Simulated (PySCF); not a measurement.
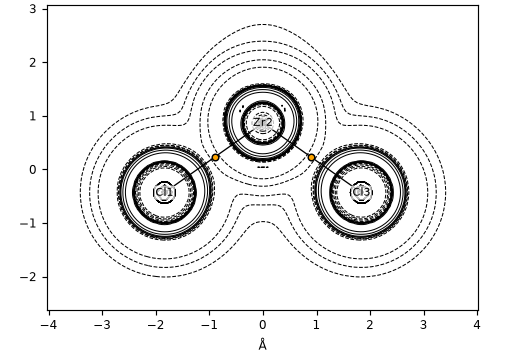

*Cl4Zr, SMILES `Cl[Zr](Cl)(Cl)Cl`. Negative Laplacian of the density (−∇²ρ) in the plane of Cl1, Zr2 and Cl3 (solid lines positive, dashed lines negative, contours at ±0.02 to ±8 a.u.), with bond paths and bond critical points (dots).*

Computed with PySCF, PBE0/def2-SVP, geometry: GFN2-xTB. Core potentials replace the inner electrons of Zr; spin–orbit coupling isn't included. This is a single-reference result, which may miss multireference character in this system. No frequency check shows the geometry to be a minimum. GFN2-xTB bond lengths at metals and heavier atoms can be off by up to 0.1 Å and shapes distorted, which carries into these values.

Question: Sort the bonds in the plane by the sign of ∇²ρ at their critical points.

Answer: At none is it concentrated. Depleted (∇²ρ > 0): Cl1–Zr2 and Zr2–Cl3 (+0.28 a.u., H = −0.031). A positive Laplacian with negative H is typical of metal–ligand bonds.

Run time: 17 s on 1 thread of AMD EPYC 7571, with other jobs on the host, peak memory 0.44 GiB.
